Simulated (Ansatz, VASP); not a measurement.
# BP: VASP beside Ansatz

One calculation is typed for both programs; each brings its own data sets. How far apart do they land? The cell is taken from a series of VASP runs on this material, whose earlier steps may have relaxed, scaled or displaced it; both programs get it as it stands. Valence electrons are named where the data sets of a main pair hold unlike numbers.

Calculated with Ansatz 0.2.0; plane waves, with VASP 6.6.1 beside it; band structure at PBE0.

## 1. Set-up

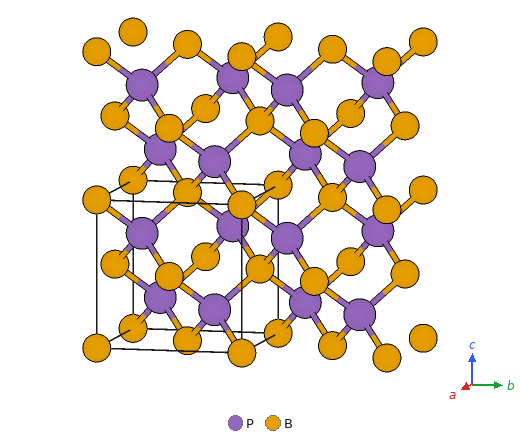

Start, viewed slightly off an axis; phosphorus purple, boron orange. 1×2×2 cells are drawn. This picture shows the conventional cell, with its axes. Bonds to atoms that aren't drawn are left out. Some periodic images of atoms are drawn too.

## 2. Ansatz: band structure, PBE0

Ansatz runs on its default PAW (the set named soft_2) files.

The same path points are solved in both programs, so levels can be compared one by one.

Contents of input.yaml:

```yaml
crystal:
  lattice:
    - [0.0, 2.269, 2.269]
    - [2.269, 0.0, 2.269]
    - [2.269, 2.269, 0.0]
  atoms:
    - { symbol: P, position: [0.75, 0.75, 0.75] }
    - { symbol: B, position: [0.0, 0.0, 0.0] }
hamiltonian:
  xc: pbe0
  pseudopotentials: { kind: paw }
kpoints:
  mp_grid: { grid: [6, 6, 6] }
  band_path:
    path:
      - [0.0, 0.0, 0.0]
      - [0.38889, 0.0, 0.38889]
      - [0.5, 0.0, 0.5]
      - [0.5, 0.22222, 0.72222]
      - [0.40278, 0.34722, 0.75]
      - [0.125, 0.125, 0.25]
      - [0.27778, 0.27778, 0.27778]
      - [0.55556, 0.38889, 0.55556]
      - [0.58333, 0.25, 0.66667]
      - [0.5, 0.30556, 0.69444]
      - [0.48611, 0.48611, 0.52778]
      - [0.625, 0.25, 0.625]
      - [0.5, 0.0, 0.5]
    npoints: 1
scf:
  occupations: { method: gaussian, width: 0.03 }
  n_extra_bands: 7
output:
  forces: true
  stress: true
  eigenvalues: true
  write_density: true
  write_potential: true
  elf: true
  volumetric_format: npy
```

On the command line:

```console
ansatz run input.yaml --threads 4 --pin off --max-ram 9216MiB --backend cpu --events-out ev --progress --plain --runs-dir out
```

Numbers of over 12 decimals in the logs are rounded to 6 here.

Output:

```text
Warning: output.stress: scf.convergence.dr2_threshold = 1e-7 eV (the SCF's general default) is looser than the 2e-10 eV advised for a printed stress (1e-10 eV for each atom of the cell: 2). What an SCF threshold leaves in a stress goes as its square root, and in the free energy as the threshold itself, and one threshold admits the most on a small cell: [figures from the program's tests cut] Set scf.convergence.dr2_threshold to 2e-10 eV or tighter. The threshold is an SCF's pass mark: one that does not reach it within its budget of iterations ends unconverged, or closes short of it on a stop that the run arms, and scf.convergence.dr2_threshold's page says what that costs each kind of run
Warning: output.stress: scf.exx.energy_threshold = 1e-6 eV is looser than the 2e-8 eV advised for a stress under a hybrid functional (1e-8 eV for each atom of the cell: 2). Every SCF of the exchange loop can meet its threshold on dr2 while the loop round them stops early: no threshold on dr2 bounds what that leaves in the stress. Set scf.exx.energy_threshold to 2e-8 eV or tighter. The threshold is the loop's pass mark: a loop that does not reach it within its budget of cycles ends unconverged, and scf.exx.energy_threshold's page has the law
scf.n_extra_bands = 7 over 4 filled bands (N_el = 8.0): the run solves 11 bands
Engine: ansatz 0.2.0, x86_64-unknown-linux-gnu
Pseudopotentials: kind: paw
Pseudopotential: P, paw, valence charge 5, recommended cutoff 420 eV (normal), P.paw.azcp
Pseudopotential: B, paw, valence charge 3, recommended cutoff 420 eV (normal), B.paw.azcp
Functional definition: PBE0
  parameter a = 0.25
  parameter kappa = 0.804
  parameter beta = 0.066725
  exchange = (1 - a)*pbe_x(kappa = kappa, mu = beta*pi^2/3) + a*exact_x
  correlation = pbe_c(beta = beta)
Crystal: 2 atoms, lattice volume = 23.363 Å³
Basis set: ecut = 420 eV, 459 PW (Γ), exchange–correlation on 48×48×48 points (8 copies of the dense FFT grid, shifted against one another)
Bands: 11, of which v1, the nominal top of the filled ones, is band 4 counted from 1 (3 counted from 0)
Symmetry: 24 space group operations
Space group: F-43m (ITA 216), of the structure as read, at distance tolerance 2.9e-5 Å
k-points: 16 of 216 (time reversal used)
Non-local potential: P, projectors of the file, l = 0: 2, l = 1: 2, l = 2: 2
Non-local potential: B, projectors of the file, l = 0: 2, l = 1: 2, l = 2: 1
PAW form: soft (Blöchl's): semilocal exchange-correlation on the pseudo side does not see the compensation charge
PAW frozen core: P, regenerated for the run's functional, and the local potential with it (the file was generated under x = pbe(κ = 0.804, μ = 0.219515), c = pbe(β = 0.066725))
PAW frozen core: B, regenerated for the run's functional, and the local potential with it (the file was generated under x = pbe(κ = 0.804, μ = 0.219515), c = pbe(β = 0.066725))
PAW one-centre angular grid: P, 110 points (default); XC on 64 Gauss nodes
PAW one-centre angular grid: B, 110 points (default); XC on 64 Gauss nodes
Initial density: superposition of atomic densities (neutral atoms: chi_scale 0, normalization atom), corrected by the library's trained network
Initial wavefunctions: pseudopotential atomic-orbital guess
Functional: x = pbe(κ = 0.804, μ = 0.219515), c = pbe(β = 0.066725), warm-up for x = 0.75 pbe(κ = 0.804, μ = 0.219515) + 0.25 exact, c = pbe(β = 0.066725)
SCF iter   1: F=—  HF=-912.425311 eV  |F-HF|=—  |Δ(HF+E_count)|=         —  Δρ=9.63e-4  dr2=6.73e-5  ethr=1.77e-3  ⟨swp⟩=2.0  Hψ=1221  notcnv=0
preconditioner: auto → none  [insulator: Δε(μ)=1.325 eV  Ē_g=16.091 eV  σ=0.030 eV  W_gap=1.00  n_scr=0 (ndim 8)  ℏωp=21.7 eV  f_vac=0.000  D(μ)=0.00/eV (n_scr^D=0)]
SCF iter   2: F=-912.425435 eV  HF=-912.425400 eV  |F-HF|=3.45e-5  |Δ(HF+E_count)|=   8.88e-5  Δρ=4.66e-4  dr2=1.17e-5  ethr=8.41e-7  ⟨swp⟩=2.4  Hψ=259  notcnv=0  defer=2
SCF 1 stopped early in 2 iterations: F = -912.425435 eV  dr2 = 1.17e-5
  greatest PAW one-centre occupation: 0.773 electrons in one spin orbital (limit 2), on the P atom at site 0 (counted from 0), in its partial waves of l = 0
Initial density: handed on by an earlier stage of this run
Initial wavefunctions: those handed on with the density
Functional: x = 0.75 pbe(κ = 0.804, μ = 0.219515) + 0.25 exact, c = pbe(β = 0.066725)
Frozen-core exchange: fock
SCF iter   1: F=—  HF=-913.348295 eV  |F-HF|=—  |Δ(HF+E_count)|=         —  Δρ=4.35e-3  dr2=2.52e-3  ethr=1.46e-6  ⟨swp⟩=6.8  Hψ=886  notcnv=0
preconditioner: auto → none  [insulator: Δε(μ)=2.700 eV  Ē_g=18.835 eV  σ=0.030 eV  W_gap=1.00  n_scr=0 (ndim 8)  ℏωp=21.7 eV  f_vac=0.000  D(μ)=0.00/eV (n_scr^D=0)]
SCF iter   2: F=—  HF=-913.347275 eV  |F-HF|=—  |Δ(HF+E_count)|=   1.02e-3  Δρ=1.95e-3  dr2=8.24e-4  ethr=1.46e-6  ⟨swp⟩=3.0  Hψ=327  notcnv=0
SCF iter   3: F=—  HF=-913.350383 eV  |F-HF|=—  |Δ(HF+E_count)|=   3.11e-3  Δρ=7.38e-4  dr2=8.04e-5  ethr=1.46e-6  ⟨swp⟩=3.2  Hψ=319  notcnv=0  defer=1
iter 4 solved again at ethr=1.75e-8 eV; its pass at ethr=8.08e-7 eV (dr2=1.40e-6 eV) is discarded
SCF iter   4: F=—  HF=-913.350358 eV  |F-HF|=—  |Δ(HF+E_count)|=   2.46e-5  Δρ=1.04e-4  dr2=1.25e-5  ethr=1.75e-8  ⟨swp⟩=3.0  Hψ=613  notcnv=0
SCF iter   5: F=-913.350419 eV  HF=-913.350420 eV  |F-HF|=1.32e-6  |Δ(HF+E_count)|=   6.21e-5  Δρ=1.18e-4  dr2=2.89e-6  ethr=1.75e-8  ⟨swp⟩=3.6  Hψ=328  notcnv=0
SCF 2 stopped early in 5 iterations: F = -913.350419 eV  dr2 = 2.89e-6
  greatest PAW one-centre occupation: 0.770 electrons in one spin orbital (limit 2), on the P atom at site 0 (counted from 0), in its partial waves of l = 0
hybrid outer 1: dexx = +3.589e-3 eV, tail = 7.28e-6 eV
Frozen-core exchange: fock
SCF iter   1: F=—  HF=-913.350424 eV  |F-HF|=—  |Δ(HF+E_count)|=         —  Δρ=2.41e-5  dr2=1.39e-7  ethr=4.55e-7  ⟨swp⟩=4.2  Hψ=409  notcnv=0
preconditioner: auto → none  [insulator: Δε(μ)=2.766 eV  Ē_g=18.846 eV  σ=0.030 eV  W_gap=1.00  n_scr=0 (ndim 8)  ℏωp=21.7 eV  f_vac=0.000  D(μ)=0.00/eV (n_scr^D=0)]
SCF iter   2: F=-913.350424 eV  HF=-913.350424 eV  |F-HF|=1.27e-9  |Δ(HF+E_count)|=   3.61e-8  Δρ=6.13e-6  dr2=9.45e-9  ethr=1.66e-9  ⟨swp⟩=3.0  Hψ=302  notcnv=0
SCF 3 converged in 2 iterations: F = -913.350424 eV  dr2 = 9.45e-9
  Residual-converged pass: ⟨swp⟩=3.0  Hψ=290  notcnv=0  max |occ|·‖R‖ = 2.3e-6 eV (tolerance 2.4e-6 eV)  dr2=9.48e-9  dr2_onsite=1.39e-10  max |Δocc| = 0.0e0
hybrid outer 2: dexx = +4.820e-8 eV, tail = 1.98e-8 eV, Δε = 2.17e-3 eV (about 1.98e-4 eV left of the loop's levels)
NSCF: frozen V_eff on 13 k-points
hybrid SCF converged: 2 outer / 7 inner (+2 warm-up), last move |dexx| = 4.82e-8 eV, tail = 1.98e-8 eV
Stability not checked: this state was not tested for a lower state beside it, because the functional holds exact exchange (a hybrid, or Hartree-Fock), whose exchange loop this test does not read (fock_operator; see scf.lower_state_search)
Free energy (F): -913.350424 eV
Frozen-core exchange: fock
Harris-Foulkes:  -913.350424 eV  (|F-HF|=1.27e-9)
Internal energy: -913.350424 eV  (E = F + TS)
E sigma→0 (E₀):  -913.350424 eV
Fermi energy:    9.889939 eV
--- Per-component energies (eV) ---
  E_band       = 10.267170
  E_kinetic    = 121.549278
  E_local      = -66.981985  (includes V_loc(G=0)·N_el)
  E_nonlocal   = 44.242836
  E_hartree    = 17.038943
  E_xc         = -73.750366
  E_vxc        = -78.353559  (∫ρ·V_xc dr)
  E_exx        = -17.016009  (= α·E_x^exact, valence–valence)
  E_paw        = -652.857530  (= ΣΔE_a)
  E_vpaw       = -10.235250  (= ΣTr[D̂ρ^β])
  E_aug_tail   = 0.000001  (compensation charges beyond the density's cutoff)
  E_ewald      = -285.491518
  E_core_change = -0.084074  (= ΣΔE_core)
  E_smearing   = -0.000000  (= −TS)
  E_closure    = -0.000000  (closes the sum)
  Σ components = -913.350424   (vs F -913.350424, Δ=0.00e0)
--- Forces (eV/Å), atoms counted from 1 ---
  atom   1  P      0.00000000    -0.00000000     0.00000000
  atom   2  B     -0.00000000     0.00000000     0.00000000
  max |Σ_I F_I| component: 2.41e-16 eV/Å
--- Stress (GPa, compression-positive) ---
       -1.594535      -0.000000       0.000000
        0.000000      -1.594535       0.000000
       -0.000000       0.000000      -1.594535
  P = ⅓ Tr σ = -1.5945 GPa (-15.945 kbar)
--- Band table (eV; the first three rows and the last of 16) ---
  k-point 0: bands = [-8.6734, 8.5068, 8.5068, 8.5068, 13.5332, 13.5332, 13.5332, 17.9192, ... 3 higher]
  k-point 1: bands = [-8.1265, 5.3794, 7.7875, 7.7875, 14.1849, 14.5190, 14.5190, 19.2731, ... 3 higher]
  k-point 2: bands = [-6.5661, 0.9971, 6.8763, 6.8763, 14.0707, 15.1106, 15.1106, 20.6801, ... 3 higher]
  k-point 15: bands = [-3.0533, -0.7622, 2.6548, 2.7913, 13.9604, 14.6042, 19.7480, 20.4099, ... 3 higher]
```

The job ended after 9.7 s (4 threads of Intel Xeon Platinum 8488C (Sapphire Rapids), shared host; peak memory 0.66 GiB).

## 3. VASP: band structure, PBE0

The same cell, functional, mesh and smearing now go to VASP, with its own data sets.

Lines of VASP's logs that name or quote its potential files are left out, and so is its time.

The run reads the wave functions of an earlier VASP run, which isn't shown here.

Contents of INCAR:

```
SYSTEM = BP
PREC = Accurate
ENCUT = 370
EDIFF = 1E-06
NELM = 100
ISMEAR = 0
SIGMA = 0.03
LREAL = .FALSE.
ALGO = Normal
LHFCALC = .TRUE.
AEXX = 0.25
GGA = PE
LASPH = .TRUE.
NBANDS = 10
PRECFOCK = Fast
HFRCUT = -1
LORBIT = 11
LWAVE = .FALSE.
LCHARG = .FALSE.
KPAR = 4
```

Contents of POSCAR:

```
BP
1.0
    0.0000000000      2.2690000000      2.2690000000
    2.2690000000      0.0000000000      2.2690000000
    2.2690000000      2.2690000000      0.0000000000
P B
1 1
Direct
    0.7500000000      0.7500000000      0.7500000000
    0.0000000000      0.0000000000      0.0000000000
```

Contents of KPOINTS:

```
Automatic mesh
0
Gamma
6 6 6
0 0 0
```

Contents of KPOINTS_OPT:

```
Line mode
10
Line-mode
Reciprocal
  0.00000000   0.00000000   0.00000000 GAMMA
  0.50000000   0.00000000   0.50000000 X

  0.50000000   0.00000000   0.50000000 X
  0.50000000   0.25000000   0.75000000 W

  0.50000000   0.25000000   0.75000000 W
  0.37500000   0.37500000   0.75000000 K

  0.37500000   0.37500000   0.75000000 K
  0.00000000   0.00000000   0.00000000 GAMMA

  0.00000000   0.00000000   0.00000000 GAMMA
  0.50000000   0.50000000   0.50000000 L

  0.50000000   0.50000000   0.50000000 L
  0.62500000   0.25000000   0.62500000 U

  0.62500000   0.25000000   0.62500000 U
  0.50000000   0.25000000   0.75000000 W

  0.50000000   0.25000000   0.75000000 W
  0.50000000   0.50000000   0.50000000 L

  0.50000000   0.50000000   0.50000000 L
  0.37500000   0.37500000   0.75000000 K

  0.62500000   0.25000000   0.62500000 U
  0.50000000   0.00000000   0.50000000 X
```

PAW data sets: P and B (PBE family, release 64).

On the command line:

```console
mpirun -np 4 vasp_std
```

Output:

```text
[banner, memory and clock lines left out]
running    4 mpi-ranks, on    1 nodes
 distrk:  each k-point on    1 cores,    4 groups
 distr:  one band on    1 cores,    1 groups

 POSCAR found type information on POSCAR P B
 POSCAR found :  2 types and       2 ions
 LDA part: xc-table for (Slater+PW92), standard interpolation
 found WAVECAR, reading the header
 POSCAR, INCAR and KPOINTS ok, starting setup
 FFT: planning ... GRIDC
 FFT: planning ... GRID_SOFT
 FFT: planning ... GRID
 HFRCUT set to (new)   10.640602
 reading WAVECAR
 the WAVECAR file was read successfully
 initial charge from wavefunction
 entering main loop
       N       E                     dE             d eps       ncg     rms          rms(c)
DAV:   1    -0.157536963739E+02   -0.15754E+02   -0.67295E-01   332   0.653E+00    0.296E+00
DAV:   2    -0.157588668598E+02   -0.51705E-02   -0.14754E-02   372   0.815E-01    0.198E+00
DAV:   3    -0.157579262313E+02    0.94063E-03   -0.70882E-04   370   0.183E-01    0.112E+00
DAV:   4    -0.157575500517E+02    0.37618E-03   -0.13259E-04   356   0.812E-02    0.628E-01
DAV:   5    -0.157574225443E+02    0.12751E-03   -0.40835E-05   370   0.497E-02    0.352E-01
DAV:   6    -0.157573803707E+02    0.42174E-04   -0.14287E-05   398   0.301E-02    0.198E-01
DAV:   7    -0.157573669050E+02    0.13466E-04   -0.50915E-06   372   0.179E-02    0.112E-01
DAV:   8    -0.157573627450E+02    0.41600E-05   -0.17067E-06   278   0.104E-02    0.631E-02
DAV:   9    -0.157573615291E+02    0.12159E-05   -0.65355E-07   172   0.627E-03    0.354E-02
DAV:  10    -0.157573612205E+02    0.30861E-06   -0.23864E-07   184   0.368E-03
   1 F= -.15757361E+02 E0= -.15757361E+02  d E =-.409875E-25
 Start KPOINTS_OPT (optional k-point list driver)
k-point batch [1-16\100]
       N       E                     dE             ncg
DAV:   1     0.316834045550E+03   -0.34028E+04      320
DAV:   2    -0.145588603981E+00   -0.31698E+03      440
DAV:   3    -0.172526395114E+02   -0.17107E+02      424
DAV:   4    -0.173824383563E+02   -0.12980E+00      436
DAV:   5    -0.173829491693E+02   -0.51081E-03      450
DAV:   6    -0.173829518270E+02   -0.26576E-05      430
DAV:   7    -0.173829518391E+02   -0.12193E-07      460
[...]
k-point batch [97-100\100]
       N       E                     dE             ncg
DAV:   1     0.376732513003E+04   -0.12625E+04       80
DAV:   2     0.370119226085E+04   -0.66133E+02      112
DAV:   3     0.369906179933E+04   -0.21305E+01      126
DAV:   4     0.369904917615E+04   -0.12623E-01      128
DAV:   5     0.369904911049E+04   -0.65666E-04      112
DAV:   6     0.369904911019E+04   -0.29728E-06      120
```

OUTCAR, selected parts (step 3):

```text
ion  position               nearest neighbor table
   1  0.750  0.750  0.750-   2 1.97   2 1.97   2 1.97   2 1.97
   2  0.000  0.000  0.000-   1 1.97   1 1.97   1 1.97   1 1.97

  LATTYP: Found a face centered cubic cell.
 ALAT       =     4.5380000000

 Subroutine GETGRP returns: Found 24 space group operations
 (whereof 24 operations were pure point group operations)

The static configuration has the point symmetry T_d .

 Found     16 irreducible k-points:

   k-points           NKPTS =     16   k-points in BZ     NKDIM =    216   number of bands    NBANDS=     10

   dimension x,y,z NGX =    20 NGY =   20 NGZ =   20
   dimension x,y,z NGXF=    40 NGYF=   40 NGZF=   40

   ENCUT  =  370.0 eV  27.19 Ry    5.21 a.u.   5.03  5.03  5.03*2*pi/ulx,y,z

   NELECT =       8.0000    total number of electrons

 k-points in reciprocal lattice and weights: Automatic mesh
   0.00000000  0.00000000  0.00000000       0.005
   0.16666667  0.00000000  0.00000000       0.037
   0.33333333  0.00000000  0.00000000       0.037
   0.50000000  0.00000000  0.00000000       0.019
   0.16666667  0.16666667  0.00000000       0.028
   0.33333333  0.16666667  0.00000000       0.111
   0.50000000  0.16666667  0.00000000       0.111
  -0.33333333  0.16666667  0.00000000       0.111
  -0.16666667  0.16666667  0.00000000       0.056
[...]
-0.33333333  0.33333333  0.16666667       0.111
  -0.33333333  0.50000000  0.16666667       0.056

  exchange ACFDT corr.  =         0.00000000  see jH, gK, PRB 81, 115126

 average (electrostatic) potential at core
       1 -77.3500       2 -21.3384

 E-fermi :   6.8746

 k-point     1 :       0.0000    0.0000    0.0000
  band No.  band energies     occupation
      1     -10.5223      2.00000
      2       6.6622      2.00000
      3       6.6622      2.00000
      4       6.6623      2.00000
      5      11.6840      0.00000
      6      11.6840      0.00000
      7      11.6841      0.00000
      8      16.0781      0.00000
      9      19.9970      0.00000
    ...

 k-point     2 :       0.1667    0.0000    0.0000
  band No.  band energies     occupation
      1      -9.9749      2.00000
      2       3.5384      2.00000
      3       5.9383      2.00000
      4       5.9383      2.00000
      5      12.3431      0.00000
      6      12.6741      0.00000
      7      12.6741      0.00000
      8      17.4294      0.00000
      9      19.5612      0.00000
    ...

 k-point     3 :       0.3333    0.0000    0.0000
  band No.  band energies     occupation
      1      -8.4161      2.00000
      2      -0.8505      2.00000
      3       5.0311      2.00000
      4       5.0311      2.00000
      5      12.2326      0.00000
      6      13.2705      0.00000
      7      13.2705      0.00000
      8      18.8454      0.00000
      9      20.6307      0.00000
    ...

  energy-cutoff  :      370.00
  volume of cell :       23.36
      direct lattice vectors                 reciprocal lattice vectors
     0.000000000  2.269000000  2.269000000    -0.220361393  0.220361393  0.220361393
     2.269000000  0.000000000  2.269000000     0.220361393 -0.220361393  0.220361393
     2.269000000  2.269000000  0.000000000     0.220361393  0.220361393 -0.220361393

 POSITION                                       TOTAL-FORCE (eV/Angst)
 -----------------------------------------------------------------------------------
      3.40350      3.40350      3.40350         0.000000      0.000000      0.000000
      0.00000      0.00000      0.00000        -0.000000     -0.000000     -0.000000
 -----------------------------------------------------------------------------------
    total drift:                                0.000002     -0.000001      0.000000

  FREE ENERGIE OF THE ION-ELECTRON SYSTEM (eV)
  ---------------------------------------------------
  free  energy   TOTEN  =       -15.7573612205 eV

  energy  without entropy=      -15.7573612205  energy(sigma->0) =      -15.75736122

 total charge
# of ion       s       p       d       tot
------------------------------------------
    1        0.989   1.594   0.000   2.582
    2        0.667   1.276   0.000   1.944
--------------------------------------------------
tot          1.656   2.870   0.000   4.526

[... 3 further parts left out ...]
```

## 4. Differences

Known differences besides the potentials themselves: exact exchange at q = 0 is treated differently, which shows on coarse meshes; VASP keeps PBE cores, Ansatz makes them for the functional; the cutoff is 420 eV in Ansatz and 370 eV in VASP; VASP takes a coarser grid for exact exchange (PRECFOCK = Fast). Total energies have different zeros and are not compared.

Compared:

```csv
quantity,Ansatz,VASP,difference
gap over the path points (eV),2.678,2.677,+0.001
```

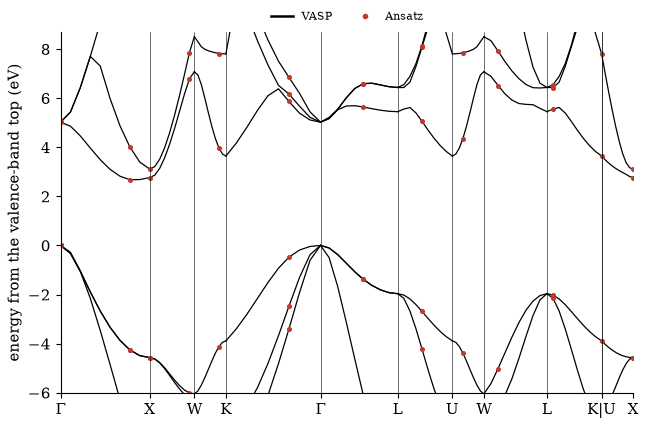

Bands from VASP (lines) and levels from Ansatz (dots). Dots without a line are higher empty bands that the VASP plot leaves out.

Levels at points of the path, from each program's valence-band top (eV; 3 filled, then empty):

```csv
k (reciprocal lattice),Ansatz,VASP
0.000 0.000 0.000,0.00 0.00 0.00 5.03 5.03 5.03,0.00 0.00 0.00 5.02 5.02 5.02
0.389 0.000 0.389,-7.70 -4.26 -4.26 2.68 4.00 13.07,-7.70 -4.26 -4.26 2.68 4.01 13.10
0.500 0.000 0.500,-9.66 -4.57 -4.57 2.77 3.11 14.54,-9.66 -4.57 -4.57 2.77 3.11 14.58
0.500 0.222 0.722,-9.11 -6.22 -6.01 6.78 7.84 9.77,-9.11 -6.22 -6.01 6.79 7.85 9.78
0.403 0.347 0.750,-9.18 -6.84 -4.13 3.97 7.81 11.52,-9.18 -6.84 -4.13 3.97 7.83 11.54
0.125 0.125 0.250,-3.40 -2.48 -0.48 5.87 6.16 6.85,-3.40 -2.48 -0.48 5.86 6.17 6.85
0.278 0.278 0.278,-6.12 -1.38 -1.38 5.63 6.59 6.59,-6.12 -1.39 -1.39 5.64 6.59 6.59
0.556 0.389 0.556,-9.69 -4.23 -2.69 5.05 8.08 8.14,-9.69 -4.22 -2.69 5.06 8.09 8.15
0.583 0.250 0.667,-9.16 -6.80 -4.39 4.36 7.84 11.16,-9.16 -6.80 -4.39 4.36 7.85 11.19
0.500 0.306 0.694,-8.99 -6.49 -5.03 6.51 7.92 9.89,-8.99 -6.49 -5.03 6.52 7.92 9.91
```

Among the levels compared at these points, filled levels agree within 5 meV and empty ones within 38 meV.

## 5. What came out

```
largest difference of a filled level at the path points (band structure, PBE0) : 5.3 meV
```

What this shows: The largest difference of a filled level at the path points is 5.3 meV (band structure, PBE0), within the 80 meV picked in this series as the mark of a large difference. Such differences can come from data sets, numerical settings and the points named under the comparisons, not from the functional's error against experiment.

[Lines on the potential files, build, host, timing and source positions are cut from VASP's logs without a mark.]

[Logs are printed without paths, hosts, clocks, repeated set-up lines and the standing remarks that a program may print on its own settings, such as how far it seeks lower states.]

[Hosts, paths, dates, database ids (printed as entryN), source tags and the programs' standing remarks are cut or masked in the printed files.]
